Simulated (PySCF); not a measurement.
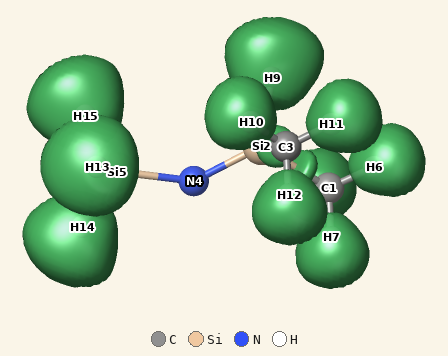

Figure 1: C2H10NSi2 (charge −1). Isosurface of the ELF at 0.9 (green), seen from one side. Core shells and regions of very low density are left out.

Geometry: GFN2-xTB.

Theory: PBE0/pcSseg-1, SCF density, gas phase, non-relativistic (PySCF 2.14.0).

```xyz
15

C    -1.4804   -1.6958    0.2132
Si   -0.1843   -0.3467    0.6175
C    -1.2059    1.2620    0.8736
N     0.9639   -0.3101   -0.5897
Si    2.3761    0.5136   -0.9334
H    -2.2589   -1.7599    0.9716
H    -1.9635   -1.5046   -0.7406
H    -1.0041   -2.6697    0.1477
H     0.2256   -0.6713    2.0319
H    -0.5389    2.0788    1.1396
H    -1.9592    1.1818    1.6563
H    -1.7142    1.5487   -0.0441
H     2.3690    2.0129   -0.9129
H     2.8042    0.1661   -2.3165
H     3.5662    0.2021   -0.0788
```

Identify the bonds, lone pairs and shells in this picture.

Answer. At this value the surface marks out two regions between bonded C–Si atoms (shared pairs) and ten regions around hydrogen nuclei.

Values along the shortest contacts:
Si–N (1.67 Å): the ELF peaks at about 0.85 between the atoms: a short, strongly polar bond. C–Si (1.91 Å): the ELF peaks at about 0.95 between the atoms; a shared electron pair.
